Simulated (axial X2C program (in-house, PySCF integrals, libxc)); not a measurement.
**All-electron X2C curves of HgAl**

Aim: find the lowest determinant of HgAl, scan the bond at several levels and fit the constants, once spin-free and once with spin–orbit coupling.

The runs use an in-house X2C program for linear molecules on PySCF integrals; all-electron X2C, Hg dyall-cv3z, Al dyall-v3z.

All values are calculated.

### 1 Set-up

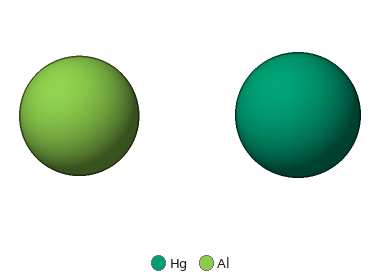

The two atoms at 2.590 Å (mercury teal, aluminium green).

Contents of task.json:

```json
{"zs": [80, 13], "q": 0, "bas": ["dyall-cv3z", "dyall-v3z"], "levels": ["PBE0", "HF", "M06"], "cc": true, "r0": 2.59, "thr": -2.0, "nmax": 90, "npts": 10, "nst": 2, "ntry": 6}
```

Keys: zs atomic numbers; q charge; bas basis sets; levels methods (HF also brings MP2); cc coupled cluster on or off; r0 starting distance in Å; thr threshold in hartree for freezing inner shells (an s shell follows its p shell); nmax most natural virtual spinors; npts points asked for on the curve; nst determinants followed; ntry starts of the search.

The run is started by

```bash
> python so2c.py task.json out
```

Spin-free means the one-electron spin-free X2C Hamiltonian; two-component (2c) means X2C with spin–orbit coupling and atomic mean-field two-electron Coulomb and Gaunt terms. Basis: Hg dyall-cv3z contracted to [13s14p9d6f4g], Al dyall-v3z contracted to [8s8p2d1f]; Gaussian nuclei, density fitting. Masses: Hg 201.971 u, Al 26.982 u.

Notation: σ, π±, δ± give the projection m of an orbital's angular momentum (0, ±1, ±2), α and β its spin, Λ and M_S the sums; ω is the projection of a spinor's total angular momentum and Ω the sum. Logs are in hartree.

The results follow Hamiltonian by Hamiltonian and level by level.

### 2 Which state to follow

PBE0 moves the distance from 2.590 Å to 2.696 Å and compares determinants there.

Spin-free determinants:

```
ΔE (eV)             state                         open shells
   0.00  M_S = 1/2, Λ = 1           beyond closed shells: π+α
   0.38  M_S = 1/2, Λ = 0            beyond closed shells: σα
   2.43  M_S = 3/2, Λ = 0  beyond closed shells: σα, π+α, π-α
   2.63  M_S = 3/2, Λ = 1   beyond closed shells: 2 × σα, π+α
   3.24  M_S = 1/2, Λ = 1   beyond closed shells: 2 × σα, π+β
   3.28  M_S = 1/2, Λ = 0  beyond closed shells: σβ, π+α, π-α
   3.48  M_S = 1/2, Λ = 0  beyond closed shells: σα, π+β, π-α
```

Two-component determinants:

| ΔE (eV) | state | open shells |
| --- | --- | --- |
| 0.00 | Ω = 1/2 | excess of +ω over −ω: ω = 1/2 |
| 0.14 | Ω = 3/2 | excess of +ω over −ω: ω = 3/2 |
| 2.70 | Ω = 5/2 | excess of +ω over −ω: 2 × ω = 1/2, ω = 3/2 |
| 3.20 | Ω = 1/2 | excess of +ω over −ω: 2 × ω = -1/2, ω = 3/2 |
| 3.22 | Ω = 3/2 | excess of +ω over −ω: 3 × ω = 1/2 |
| 6.54 | Ω = 5/2 | excess of +ω over −ω: ω = 5/2 |

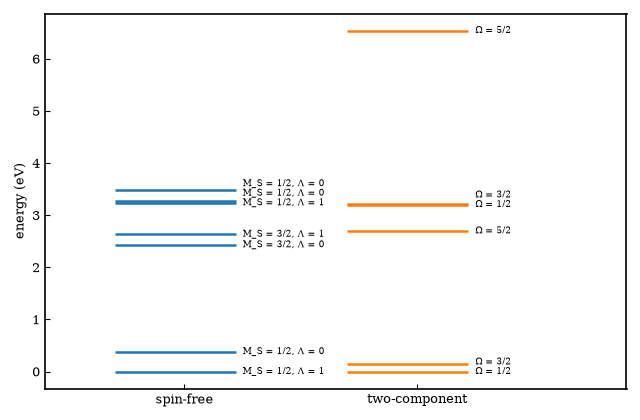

The determinants found, each set from its own lowest.

### 3 PBE0, spin-free

State followed: M_S = 1/2, Λ = 1 (beyond closed shells: π+α). The scan is laid around 2.696 Å, a first estimate of the minimum, and this SCF restarts from the orbitals of the search.

The SCF at the reference distance of 2.696 Å:

```text
spin-free X2C-1e  PBE0
basis functions 227  fitting functions 1160  grid points 5082
iter        total energy     max residual
   1     -19868.515688519     2.10e-05
   2     -19868.515688546     2.07e-05
   3     -19868.515688558     7.89e-06
   4     -19868.515688568     6.30e-06
   5     -19868.515688575     1.48e-06
   6     -19868.515688575     3.53e-07
converged
one-electron -27633.93885517  Coulomb 7957.82107047  exact exchange -97.61033194  xc functional -298.92121414  nuclear repulsion 204.13364219
```

Along the bond, energies from the lowest point:

| R (Å) | E (eV) | μ (D) | HOMO (eV) | LUMO (eV) | iterations |
| --- | --- | --- | --- | --- | --- |
| 2.345 | 0.3432 | -0.65 | -4.16 | -2.67 | 12 |
| 2.453 | 0.1584 | -0.63 | -4.10 | -2.61 | 12 |
| 2.534 | 0.0766 | -0.61 | -4.05 | -2.57 | 12 |
| 2.615 | 0.0288 | -0.59 | -4.02 | -2.53 | 12 |
| 2.696 | 0.0059 | -0.57 | -3.99 | -2.49 | 6 |
| 2.790 | 0.0000 | -0.55 | -3.95 | -2.45 | 12 |
| 2.885 | 0.0095 | -0.53 | -3.93 | -2.42 | 11 |
| 3.006 | 0.0347 | -0.50 | -3.90 | -2.38 | 12 |
| 3.154 | 0.0742 | -0.46 | -3.88 | -2.34 | 12 |
| 3.370 | 0.1334 | -0.40 | -3.86 | -2.30 | 12 |

Dipoles are positive if Al is the positive end.

Outer orbitals at the reference distance:

```json
{"symmetry": "σα", "occupied": "yes", "ε (eV)": "-12.87", "atomic character": "91% Hg d, 5% Al s"}
{"symmetry": "σβ", "occupied": "yes", "ε (eV)": "-12.83", "atomic character": "93% Hg d, 4% Al s"}
{"symmetry": "π+α", "occupied": "yes", "ε (eV)": "-12.54", "atomic character": "99% Hg d"}
{"symmetry": "π-α", "occupied": "yes", "ε (eV)": "-12.51", "atomic character": "99% Hg d"}
{"symmetry": "π-β", "occupied": "yes", "ε (eV)": "-12.49", "atomic character": "99% Hg d"}
{"symmetry": "π+β", "occupied": "yes", "ε (eV)": "-12.49", "atomic character": "99% Hg d"}
{"symmetry": "δ+α", "occupied": "yes", "ε (eV)": "-12.37", "atomic character": "100% Hg d"}
{"symmetry": "δ-α", "occupied": "yes", "ε (eV)": "-12.36", "atomic character": "100% Hg d"}
{"symmetry": "δ-β", "occupied": "yes", "ε (eV)": "-12.35", "atomic character": "100% Hg d"}
{"symmetry": "δ+β", "occupied": "yes", "ε (eV)": "-12.35", "atomic character": "100% Hg d"}
{"symmetry": "σα", "occupied": "yes", "ε (eV)": "-9.99", "atomic character": "46% Al s, 36% Hg s, 8% Hg d"}
{"symmetry": "σβ", "occupied": "yes", "ε (eV)": "-9.48", "atomic character": "45% Hg s, 39% Al s, 6% Hg d"}
{"symmetry": "σα", "occupied": "yes", "ε (eV)": "-7.17", "atomic character": "37% Hg s, 30% Al s, 19% Al p"}
{"symmetry": "σβ", "occupied": "yes", "ε (eV)": "-6.81", "atomic character": "38% Al s, 29% Hg s, 18% Al p"}
{"symmetry": "π+α", "occupied": "yes", "ε (eV)": "-3.99", "atomic character": "78% Al p, 18% Hg p"}
{"symmetry": "π-α", "occupied": "no", "ε (eV)": "-2.49", "atomic character": "74% Al p, 24% Hg p"}
{"symmetry": "σα", "occupied": "no", "ε (eV)": "-2.10", "atomic character": "47% Al p, 39% Hg p, 9% Hg s"}
{"symmetry": "σβ", "occupied": "no", "ε (eV)": "-1.95", "atomic character": "46% Al p, 41% Hg p, 8% Hg s"}
{"symmetry": "π+β", "occupied": "no", "ε (eV)": "-1.84", "atomic character": "64% Al p, 34% Hg p"}
```

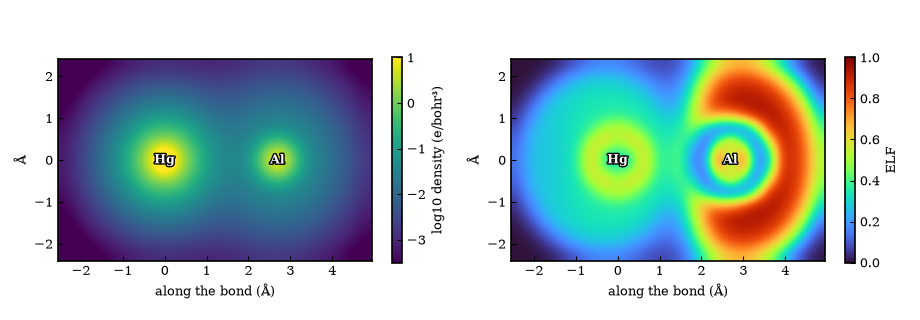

PBE0 fields in a plane through the axis, from a grid of 0.3 Å; Hg lies at z = 0 and Al at z = 2.696 Å; the ELF is damped to zero where the density is low.

Re = 2.772 Å, ωe = 144.9 cm⁻¹, ωexe = 1.88 cm⁻¹, Be = 0.09218 cm⁻¹, De = 0.264 eV, μ = -0.55 D.

### 4 HF, spin-free

Output at 2.696 Å:

```text
spin-free X2C-1e  HF
basis functions 227  fitting functions 1160  grid points 5082
iter        total energy     max residual
   1     -19862.425470244     1.12e+00
   2     -19862.464994113     1.44e-02
   3     -19862.465978012     1.48e-02
   4     -19862.466675496     1.25e-03
   5     -19862.466729194     3.80e-04
   6     -19862.466742613     2.38e-04
   7     -19862.466747794     1.57e-04
   8     -19862.466751032     8.76e-05
   9     -19862.466752198     7.74e-05
  10     -19862.466752998     6.92e-05
  11     -19862.466754322     5.79e-05
  12     -19862.466757888     3.25e-05
  13     -19862.466759374     1.63e-05
  14     -19862.466759494     1.45e-05
  15     -19862.466759539     7.28e-06
  16     -19862.466759545     1.98e-06
  17     -19862.466759545     3.60e-07
converged
one-electron -27635.71874396  Coulomb 7959.76726363  exact exchange -390.64892141  xc functional 0.00000000  nuclear repulsion 204.13364219
```

No constants are quoted: the lowest point is the long end of the scan.

### 5 M06, spin-free

The SCF at the reference distance of 2.696 Å:

```text
spin-free X2C-1e  M06
basis functions 227  fitting functions 1160  grid points 5082
iter        total energy     max residual
   1     -19869.084223811     3.74e-01
   2     -19869.099515397     7.73e-03
   3     -19869.099532570     8.72e-03
   4     -19869.099909630     1.07e-03
   5     -19869.099923742     7.33e-04
   6     -19869.099944020     1.08e-04
   7     -19869.099944647     4.64e-05
   8     -19869.099944711     2.03e-05
   9     -19869.099944723     7.08e-06
  10     -19869.099944726     2.56e-06
  11     -19869.099944726     1.24e-06
converged
one-electron -27634.34486101  Coulomb 7958.28737889  exact exchange -105.43851596  xc functional -291.73758884  nuclear repulsion 204.13364219
```

Re = 2.876 Å, ωe = 128.9 cm⁻¹, ωexe = 1.55 cm⁻¹, Be = 0.08561 cm⁻¹, De = 0.321 eV, μ = 0.06 D.

### 6 Correlated methods, spin-free

Correlated methods: 15 electrons correlated (frozen shells, counted by type: Hg 5 s, 4 p, 2 d, 1 f; Al 2 s, 1 p), 259 virtual spinors in MP2.

Output of the correlated part at 2.696 Å:

```text
correlated 15  virtual 259  natural virtual 90  E(MP2) -0.501110786  MP2 remainder -0.037538915
iter   CCSD correlation   residual
   1     -0.425264892   1.66e-01
   2     -0.440668457   5.93e-02
   3     -0.441836370   2.40e-02
   4     -0.441799694   6.96e-03
   5     -0.441906296   3.00e-03
   6     -0.441908010   1.37e-03
   7     -0.441904592   6.13e-04
   8     -0.441915017   2.54e-04
   9     -0.441911058   9.18e-05
  10     -0.441912221   2.87e-05
  11     -0.441911836   1.04e-05
  12     -0.441911916   4.59e-06
  13     -0.441911951   1.99e-06
  14     -0.441911943   8.46e-07
(T) -0.018561290  T1 0.0199  D1 0.0527  max T2 0.108
```

T1 in the output is the amplitude norm over the root of the electron number; divide by √2 for the Lee–Taylor value.

Coupled cluster ran at too few distances for a curve.

MP2: No constants are quoted: fits of two degrees disagree.

### 7 A higher determinant, spin-free

State: M_S = 1/2, Λ = 0 (beyond closed shells: σα).

Output at the reference distance:

```text
spin-free X2C-1e  PBE0
basis functions 227  fitting functions 1160  grid points 5082
iter        total energy     max residual
   1     -19868.501680134     1.60e-05
   2     -19868.501680136     2.42e-05
   3     -19868.501680143     3.66e-06
   4     -19868.501680143     1.75e-06
converged
one-electron -27635.30763796  Coulomb 7959.22613073  exact exchange -97.61651747  xc functional -298.93729764  nuclear repulsion 204.13364219
```

| R (Å) | E above the lowest PBE0 point (eV) |
| --- | --- |
| 2.345 | 1.063 |
| 2.453 | 0.757 |
| 2.534 | 0.595 |
| 2.615 | 0.475 |
| 2.696 | 0.387 |
| 2.790 | 0.314 |
| 2.885 | 0.264 |
| 3.006 | 0.223 |
| 3.154 | 0.196 |

No constants are quoted: the lowest point is the long end of the scan.

### 8 The spin-free curves together

Energy (eV) of the followed determinant, spin-free, from each level's lowest point:

| R (Å) | PBE0 | HF | MP2 | M06 |
| --- | --- | --- | --- | --- |
| 2.345 | 0.343 | 0.796 | 0.453 | 0.474 |
| 2.453 | 0.158 | 0.539 | 0.228 | 0.251 |
| 2.534 | 0.077 | 0.403 | 0.113 | 0.144 |
| 2.615 | 0.029 | 0.300 | 0.043 | 0.074 |
| 2.696 | 0.006 | 0.222 | 0.011 | 0.031 |
| 2.790 | 0.000 | 0.155 | 0.000 | 0.006 |
| 2.885 | 0.010 | 0.107 | 0.004 | 0.000 |
| 3.006 | 0.035 | 0.064 | 0.019 | 0.010 |
| 3.154 | 0.074 | 0.029 | 0.045 | 0.038 |
| 3.370 | 0.133 | 0.000 | 0.083 | 0.090 |

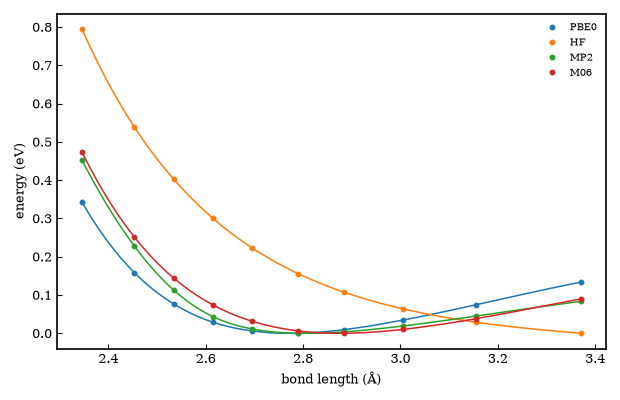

Curves of the followed state, spin-free, each from its own lowest point.

(Part 1 of 2 ends here.)
